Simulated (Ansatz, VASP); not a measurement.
# Cross-check of ZrC between VASP and Ansatz

One calculation is typed for both programs; each brings its own data sets and cutoff. How far apart do they land?

Program: Ansatz 0.2.0. Level of theory: plane waves, with VASP 6.6.1 beside it; single point at LDA. Results are calculated unless marked as measured.

The database entry behind the starting cell differs from later determinations by our own check (0.1 to 0.3 % short, probably kX units), so it need not match the best structure at ambient conditions.

## Step 1: The structure

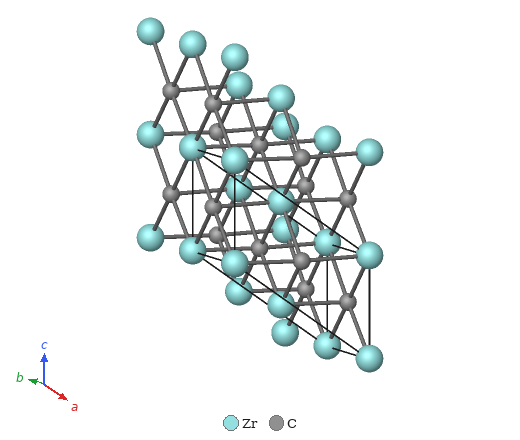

The starting structure, seen slightly off an axis (zirconium light teal, carbon grey). 1×2×2 cells are drawn. This picture shows the conventional cell, with its axes. Some periodic images of atoms are drawn too.

## Step 2: Ansatz: single point, LDA

Ansatz runs on its default PAW (the set named soft_2) files.

With cell and atoms fixed, the geometry can't cause a difference; cores, projectors, grids and the points listed under the comparison can.

Contents of input.yaml:

```yaml
crystal:
  lattice:
    - [0.0, 2.3414, 2.3414]
    - [2.3414, 0.0, 2.3414]
    - [2.3414, 2.3414, 0.0]
  atoms:
    - { symbol: Zr, position: [-0.004113, 0.013584, -0.000379] }
    - { symbol: C, position: [0.485468, 0.510895, 0.494931] }
hamiltonian:
  xc: lda
  pseudopotentials: { kind: paw }
kpoints:
  mp_grid: { grid: [8, 8, 8] }
scf:
  occupations: { method: fermi_dirac, width: 0.05 }
  n_extra_bands: 4
output:
  forces: true
  stress: true
  eigenvalues: true
```

Launch:

```bash
> ansatz run input.yaml --threads 2 --pin off --max-ram 4608MiB --backend cpu --events-out ev --progress --plain --runs-dir out
```

Numbers of over 12 decimals in the logs are rounded to 6 here.

What it wrote:

```text
scf.n_extra_bands = 4 over 8 filled bands (N_el = 16.0): the run solves 12 bands
Engine: ansatz 0.2.0, aarch64-unknown-linux-gnu
Pseudopotentials: kind: paw
Pseudopotential: Zr, paw, valence charge 12, recommended cutoff 420 eV (normal), Zr.paw.azcp
Pseudopotential: C, paw, valence charge 4, recommended cutoff 420 eV (normal), C.paw.azcp
Functional definition: SPW92
  exchange = slater_x
  correlation = pw_c
Crystal: 2 atoms, lattice volume = 25.672 Å³
Basis set: ecut = 420 eV, 531 PW (Γ)
Bands: 12, of which v1, the nominal top of the filled ones, is band 8 counted from 1 (7 counted from 0)
Symmetry: 1 space group operations
Space group: P1 (ITA 1), of the structure as read, at distance tolerance 2.9e-5 Å
k-points: 260 of 512 (time reversal used)
Non-local potential: Zr, projectors of the file, l = 0: 3, l = 1: 2, l = 2: 2, l = 3: 2
Non-local potential: C, projectors of the file, l = 0: 2, l = 1: 2, l = 2: 1
PAW form: soft (Blöchl's): semilocal exchange-correlation on the pseudo side does not see the compensation charge
PAW frozen core: Zr, regenerated for the run's functional, and the local potential with it (the file was generated under x = pbe(κ = 0.804, μ = 0.219515), c = pbe(β = 0.066725))
PAW frozen core: C, regenerated for the run's functional, and the local potential with it (the file was generated under x = pbe(κ = 0.804, μ = 0.219515), c = pbe(β = 0.066725))
PAW one-centre angular grid: Zr, 590 points (default); XC on 64 Gauss nodes
PAW one-centre angular grid: C, 110 points (default); XC on 64 Gauss nodes
Initial density: superposition of atomic densities (neutral atoms: chi_scale 0, normalization atom), corrected by the library's trained network
Initial wavefunctions: pseudopotential atomic-orbital guess
Functional: x = slater, c = lda
SCF iter   1: F=—  HF=-4322.300001 eV  |F-HF|=—  |Δ(HF+E_count)|=         —  Δρ=6.57e-3  dr2=1.09e-2  ethr=1.77e-3  ⟨swp⟩=5.0  Hψ=15639  notcnv=0
preconditioner: auto → none  [insulator: Δε(μ)=0.160 eV  Ē_g=17.948 eV  σ=0.050 eV  W_gap=0.52  n_scr=8 (ndim 8)  ℏωp=27.4 eV  f_vac=0.000  D(μ)=0.36/eV (n_scr^D=0)  ε∞_Penn≈3.3]
SCF iter   2: F=—  HF=-4322.297729 eV  |F-HF|=—  |Δ(HF+E_count)|=   2.27e-3  Δρ=2.85e-3  dr2=1.56e-3  ethr=6.79e-5  ⟨swp⟩=1.0  Hψ=5200  notcnv=0
SCF iter   3: F=—  HF=-4322.297442 eV  |F-HF|=—  |Δ(HF+E_count)|=   2.86e-4  Δρ=4.18e-4  dr2=1.90e-5  ethr=9.76e-6  ⟨swp⟩=2.6  Hψ=4393  notcnv=0
SCF iter   4: F=—  HF=-4322.297441 eV  |F-HF|=—  |Δ(HF+E_count)|=   1.72e-6  Δρ=9.28e-5  dr2=1.13e-6  ethr=1.19e-7  ⟨swp⟩=2.1  Hψ=4877  notcnv=0
iter 5 did not close the SCF: its close was put off for the readings that it lacked (scf_convergence_deferred on its scf_iter line)
SCF iter   5: F=-4322.297441 eV  HF=-4322.297441 eV  |F-HF|=9.12e-9  |Δ(HF+E_count)|=   2.88e-9  Δρ=8.90e-6  dr2=1.59e-8  ethr=7.08e-9  ⟨swp⟩=2.0  Hψ=3660  notcnv=0
SCF iter   6: F=-4322.297441 eV  HF=-4322.297441 eV  |F-HF|=7.92e-10  |Δ(HF+E_count)|=   4.91e-9  Δρ=2.55e-6  dr2=1.25e-9  ethr=9.96e-11  ⟨swp⟩=2.0  Hψ=11084  notcnv=0
SCF 1 converged in 6 iterations: F = -4322.297441 eV  dr2 = 1.25e-9
  greatest PAW one-centre occupation: 0.997 electrons in one spin orbital (limit 2), on the Zr atom at site 0 (counted from 0), in its partial waves of l = 0
SCF converged after 6 iterations
Free energy (F): -4322.297441 eV
Harris-Foulkes:  -4322.297441 eV  (|F-HF|=7.92e-10)
Internal energy: -4322.294511 eV  (E = F + TS)
E sigma→0 (E₀):  -4322.295976 eV
Entropy (-TS):   -0.002930 eV (-1.465 meV/atom)
Fermi energy:    14.712696 eV
--- Per-component energies (eV) ---
  E_band       = -48.886917
  E_kinetic    = 423.407320
  E_local      = -594.891437  (includes V_loc(G=0)·N_el)
  E_nonlocal   = 109.675054
  E_hartree    = 177.337098
  E_xc         = -209.969866
  E_vxc        = -252.243005  (∫ρ·V_xc dr)
  E_paw        = -2939.702546  (= ΣΔE_a)
  E_vpaw       = -89.508861  (= ΣTr[D̂ρ^β])
  E_aug_tail   = 0.000032  (compensation charges beyond the density's cutoff)
  E_ewald      = -1288.583399
  E_core_change = 0.433233  (= ΣΔE_core)
  E_smearing   = -0.002930  (= −TS)
  E_closure    = 0.000000  (closes the sum)
  Σ components = -4322.297441   (vs F -4322.297441, Δ=0.00e0)
--- Forces (eV/Å), atoms counted from 1 ---
  atom   1  Zr    -0.12341803    -0.24974666    -0.21737189
  atom   2  C      0.12341383     0.24973779     0.21736460
  max |Σ_I F_I| component: 8.87e-6 eV/Å
--- Stress (GPa, compression-positive) ---
       -6.203744      -0.052000      -0.043978
       -0.052000      -5.956591      -0.097254
       -0.043978      -0.097254      -6.036812
  P = ⅓ Tr σ = -6.0657 GPa (-60.657 kbar)
--- Band table (eV; the first three rows and the last of 260) ---
  k-point 0: bands = [... 4 lower, 3.5610, 15.4329, 15.5146, 15.6122, 15.8626, 15.9918, 16.1061, 17.6356]
  k-point 1: bands = [... 4 lower, 3.9208, 13.9143, 14.3526, 14.4324, 16.3213, 16.3320, 16.8095, 19.1961]
  k-point 2: bands = [... 4 lower, 4.8628, 11.9977, 12.9794, 13.0059, 17.2916, 17.3046, 17.5635, 21.6307]
  k-point 259: bands = [... 4 lower, 6.7632, 9.4178, 11.7912, 11.7921, 19.2870, 19.2915, 20.1205, 21.3954]
```

Run time: 5.3 s. Hardware: 2 threads of Arm Neoverse N1, shared host; peak memory 0.38 GiB.

The run ends at a pressure of -6.07 GPa, with forces up to 0.35 eV/Å.

## Step 3: VASP: single point, LDA

The same cell, functional (in two slightly different forms), mesh and smearing now go to VASP, with its own data sets and cutoff.

Lines of VASP's logs that name or quote its potential files are left out, and so is its time.

Contents of INCAR:

```
SYSTEM = ZrC
PREC = Accurate
ENCUT = 520
EDIFF = 1E-06
NELM = 100
ISMEAR = -1
SIGMA = 0.05
LREAL = .FALSE.
ALGO = Normal
GGA = CA
NBANDS = 14
LORBIT = 11
LWAVE = .FALSE.
LCHARG = .FALSE.
KPAR = 2
ISIF = 2
```

Contents of POSCAR:

```
ZrC
1.0
    0.0000000000      2.3414000000      2.3414000000
    2.3414000000      0.0000000000      2.3414000000
    2.3414000000      2.3414000000      0.0000000000
Zr C
1 1
Direct
   -0.0041130000      0.0135840000     -0.0003790000
    0.4854680000      0.5108950000      0.4949310000
```

Contents of KPOINTS:

```
Automatic mesh
0
Gamma
8 8 8
0 0 0
```

Potentials, in the order of the species: Zr_sv and C (PBE family, release 64).

Launch:

```bash
> mpirun -np 2 vasp_std
```

What it wrote:

```text
[banner, memory and clock lines left out]
running    2 mpi-ranks, on    1 nodes
 distrk:  each k-point on    1 cores,    2 groups
 distr:  one band on    1 cores,    1 groups

 POSCAR found type information on POSCAR ZrC
 POSCAR found :  2 types and       2 ions
|                                                                             |
|               ----> ADVICE to this user running VASP <----                  |
|                                                                             |
|     You enforced a specific xc type in the INCAR file but a different       |
|     [... a line on the potential file left out ...]
|     I HOPE YOU KNOW WHAT YOU ARE DOING!                                     |
|                                                                             |

 LDA part: xc-table for (Slater(with rela. corr.)+CA(PZ))
 , standard interpolation
 POSCAR, INCAR and KPOINTS ok, starting setup
 FFT: planning ... GRIDC
 FFT: planning ... GRID_SOFT
 FFT: planning ... GRID
 WAVECAR not read
 entering main loop
       N       E                     dE             d eps       ncg     rms          rms(c)
DAV:   1     0.102560609075E+03    0.10256E+03   -0.87580E+03  7296   0.115E+03
DAV:   2    -0.198422745201E+02   -0.12240E+03   -0.11421E+03  9038   0.303E+02
DAV:   3    -0.246093918462E+02   -0.47671E+01   -0.47228E+01 10574   0.530E+01
DAV:   4    -0.247324622155E+02   -0.12307E+00   -0.12301E+00  9146   0.775E+00
DAV:   5    -0.247352433353E+02   -0.27811E-02   -0.27810E-02 10324   0.899E-01    0.217E+01
DAV:   6    -0.214993191841E+02    0.32359E+01   -0.78468E+00  8864   0.242E+01    0.809E+00
DAV:   7    -0.213425302348E+02    0.15679E+00   -0.52782E-01  8356   0.629E+00    0.686E+00
DAV:   8    -0.213410502047E+02    0.14800E-02   -0.32970E-01  8624   0.426E+00    0.455E+00
DAV:   9    -0.213111106166E+02    0.29940E-01   -0.82241E-02  8216   0.196E+00    0.352E-01
DAV:  10    -0.213114115299E+02   -0.30091E-03   -0.22582E-03 10024   0.505E-01    0.403E-01
DAV:  11    -0.213112231614E+02    0.18837E-03   -0.70644E-04  8120   0.222E-01    0.441E-02
DAV:  12    -0.213112197894E+02    0.33720E-05   -0.13632E-05  9828   0.264E-02    0.115E-02
DAV:  13    -0.213112192602E+02    0.52918E-06   -0.16099E-06  7936   0.902E-03
   1 F= -.21311219E+02 E0= -.21309764E+02  d E =-.291029E-02
```

From OUTCAR (step 3):

```text
ion  position               nearest neighbor table
   1  0.996  0.014  1.000-   2 2.31   2 2.31   2 2.32   2 2.36   2 2.37   2 2.38
   2  0.485  0.511  0.495-   1 2.31   1 2.31   1 2.32   1 2.36   1 2.37   1 2.38

  LATTYP: Found a face centered cubic cell.
 ALAT       =     4.6828000000

 Subroutine GETGRP returns: Found  1 space group operations
 (whereof  1 operations were pure point group operations)

The static configuration has the point symmetry C_1 .

 Found    260 irreducible k-points:

   k-points           NKPTS =    260   k-points in BZ     NKDIM =    260   number of bands    NBANDS=     14

   dimension x,y,z NGX =    28 NGY =   28 NGZ =   28
   dimension x,y,z NGXF=    56 NGYF=   56 NGZF=   56

   ENCUT  =  520.0 eV  38.22 Ry    6.18 a.u.   6.16  6.16  6.16*2*pi/ulx,y,z

   NELECT =      16.0000    total number of electrons

 k-points in reciprocal lattice and weights: Automatic mesh
   0.00000000  0.00000000  0.00000000       0.002
   0.12500000  0.00000000  0.00000000       0.004
   0.00000000  0.12500000  0.00000000       0.004
   0.00000000  0.00000000  0.12500000       0.004
   0.12500000  0.12500000  0.12500000       0.004
   0.25000000  0.00000000  0.00000000       0.004
   0.00000000  0.25000000  0.00000000       0.004
   0.00000000  0.00000000  0.25000000       0.004
   0.25000000  0.25000000  0.25000000       0.004
[...]
0.25000000 -0.25000000  0.50000000       0.004
   0.50000000  0.25000000 -0.25000000       0.004

 average (electrostatic) potential at core
       1 -72.8140       2 -43.9714

 E-fermi :   9.4199

 k-point     1 :       0.0000    0.0000    0.0000
  band No.  band energies     occupation
      1     -38.2704      2.00000
      2     -16.1230      2.00000
      3     -16.1227      2.00000
      4     -16.1224      2.00000
      5      -1.7078      2.00000
      6      10.1369      0.00000
      7      10.2193      0.00000
      8      10.3187      0.00000
      9      10.5636      0.00000
     10      10.6948      0.00000
    ...

 k-point     2 :       0.1250    0.0000    0.0000
  band No.  band energies     occupation
    ...
      4     -16.1348      2.00000
      5      -1.3485      2.00000
      6       8.6313      2.00000
      7       9.0571      1.99859
      8       9.1119      1.99579
      9      11.0212      0.00000
     10      11.0392      0.00000
     11      11.5269      0.00000
     12      13.9116      0.00000
     13      13.9194      0.00000
    ...

 k-point     3 :       0.0000    0.1250    0.0000
  band No.  band energies     occupation
    ...
      4     -16.1349      2.00000
      5      -1.3483      2.00000
      6       8.6168      2.00000
      7       9.0561      1.99862
      8       9.1406      1.99253
      9      11.0227      0.00000
     10      11.0307      0.00000
     11      11.5124      0.00000
     12      13.9038      0.00000
     13      13.9362      0.00000
    ...

  Total       -0.8369248     -0.7969245     -0.8098930     -0.0086097     -0.0160537     -0.0072953
  in kB      -52.2324252    -49.7360060    -50.5453686     -0.5373304     -1.0019103     -0.4553020
  external PRESSURE =     -50.8379332 kB  Pullay stress =       0.0000000 kB

  energy-cutoff  :      520.00
  volume of cell :       25.67
      direct lattice vectors                 reciprocal lattice vectors
     0.000000000  2.341400000  2.341400000    -0.213547450  0.213547450  0.213547450
     2.341400000  0.000000000  2.341400000     0.213547450 -0.213547450  0.213547450
     2.341400000  2.341400000  0.000000000     0.213547450  0.213547450 -0.213547450

 POSITION                                       TOTAL-FORCE (eV/Angst)
 -----------------------------------------------------------------------------------
      2.37232      4.67228      2.36358        -0.125418     -0.253945     -0.220982
      2.35504      2.29551      2.33288         0.125418      0.253945      0.220982
 -----------------------------------------------------------------------------------
    total drift:                               -0.000006     -0.000058     -0.000062

  FREE ENERGIE OF THE ION-ELECTRON SYSTEM (eV)
  ---------------------------------------------------
  free  energy   TOTEN  =       -21.3112192602 eV

  energy  without entropy=      -21.3083089724  energy(sigma->0) =      -21.30976412

 total charge
# of ion       s       p       d       tot
------------------------------------------
    1        2.181   6.041   1.671   9.893
    2        0.870   1.478   0.000   2.348
--------------------------------------------------
tot          3.051   7.518   1.671  12.241

[... 3 further parts left out ...]
```

The run ends at a pressure of -5.08 GPa, with forces up to 0.36 eV/Å.

## Step 4: Side by side

Known differences besides the PAW data sets themselves: the two LDA forms differ slightly; the cutoff is 420 eV in Ansatz and 520 eV in VASP; Ansatz makes its cores anew for this functional, VASP keeps those of its PBE data sets. Total energies have different zeros and are not compared.

The two programs side by side:

| quantity | Ansatz | VASP | difference |
| --- | --- | --- | --- |
| pressure (GPa) | -6.07 | -5.08 | -0.98 |

Forces (eV/Å; atoms numbered as in POSCAR):

| atom | Ansatz x, y, z | VASP x, y, z |
| --- | --- | --- |
| Zr1 | -0.123, -0.250, -0.217 | -0.125, -0.254, -0.221 |
| C2 | 0.123, 0.250, 0.217 | 0.125, 0.254, 0.221 |

The forces differ by 3.4 meV/Å r.m.s., which is 1.6 % of the r.m.s. force of 0.21 eV/Å (both taken over all components). Ansatz's pressure holds a Pulay correction of 0.26 GPa; VASP's holds none.

## Step 5: What came out

```yaml
r_m_s_force_difference_single_point_lda: 1.6 % of the r.m.s. force
difference_in_pressure_single_point_lda: -0.98 GPa
```

The difference in pressure is -0.98 GPa (single point, LDA), at about the 1 GPa picked in this series as the mark of a large difference. Differences of this kind measure data sets and numerical settings, not the functional's error against experiment.

[Lines on the potential files, build, host, timing and source positions are cut from VASP's logs without a mark.]

[Logs are printed without paths, hosts, clocks, repeated set-up lines and the standing remarks that a program may print on its own settings, such as how far it seeks lower states.]

[Hosts, paths, dates, database ids (printed as entryN), source tags and the programs' standing remarks are cut or masked in the printed files.]
